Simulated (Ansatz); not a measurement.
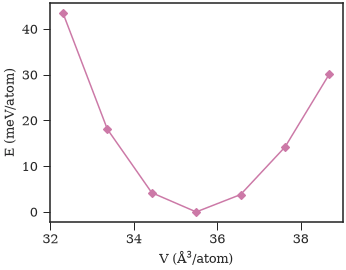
HgTe (zinc blende, F-43m) under volume change, r²SCAN in the plane-wave PAW code Ansatz, scaled uniformly.

### Question
What does a third-order Birch–Murnaghan fit give for V₀, B₀ and B′?

### Answer
V₀ = 35.50 Å³/atom, B₀ = 40.1 GPa, B′ = 5.1.

The cell was relaxed with r²SCAN under the symmetry of its start; of distortions, only those at the zone centre were tested. Spin–orbit coupling is left out wherever it is not named.

Potentials: the later of the program's two PAW sets.
